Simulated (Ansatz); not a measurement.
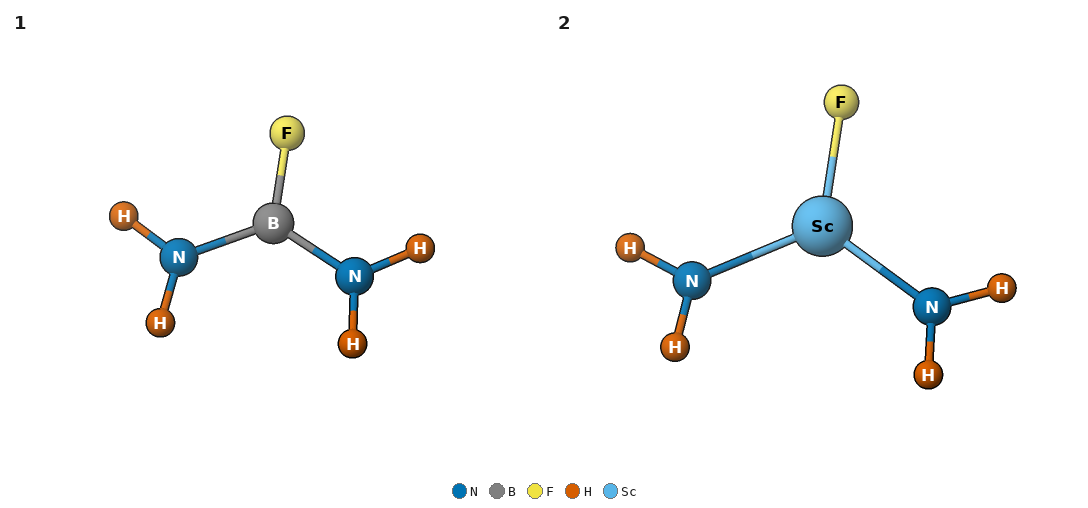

2 molecules with one skeleton, seen from the same side and at one scale. Charge 0, singlet. Computed geometries: PBE0-D4/def2-TZVP optimisations, one conformation each. Properties computed with Ansatz 0.2.0.

One atom differs, called X below: B in panel 1, Sc in panel 2. Their formulas are BFH4N2 (`NB(N)F`), FH4N2Sc (`[NH2][Sc]([NH2])[F]`).

### In which is the mean length of X–N larger (PBE0-D4/def2-TZVP)?

In panel 2 (X = Sc).

### In which is the HOMO–LUMO gap larger (ωB97M-V/def2-QZVPP)?

In panel 1 (X = B).

Give the values. With PBE0-D4/def2-TZVP: length of X–F (Å), mean length of X–N (Å), angle N–X–N (°). With ωB97M-V/def2-QZVPP: HOMO energy (Kohn–Sham orbital) (eV), HOMO–LUMO gap (eV). With PBE-D4/def2-TZVPP: dipole moment (D).

| quantity | 1 (B) | 2 (Sc) | 2 − 1 |
| --- | --- | --- | --- |
| length of X–F (Å) | 1.350 | 1.857 | +0.507 |
| mean length of X–N (Å) | 1.409 | 1.984 | +0.575 |
| angle N–X–N (°) | 124.8 | 118.6 | −6.2 |
| HOMO energy (Kohn–Sham orbital) (eV) | −9.59 | −9.50 | +0.09 |
| HOMO–LUMO gap (eV) | 11.27 | 9.36 | −1.91 |
| dipole moment (D) | 2.28 | 2.17 | −0.11 |
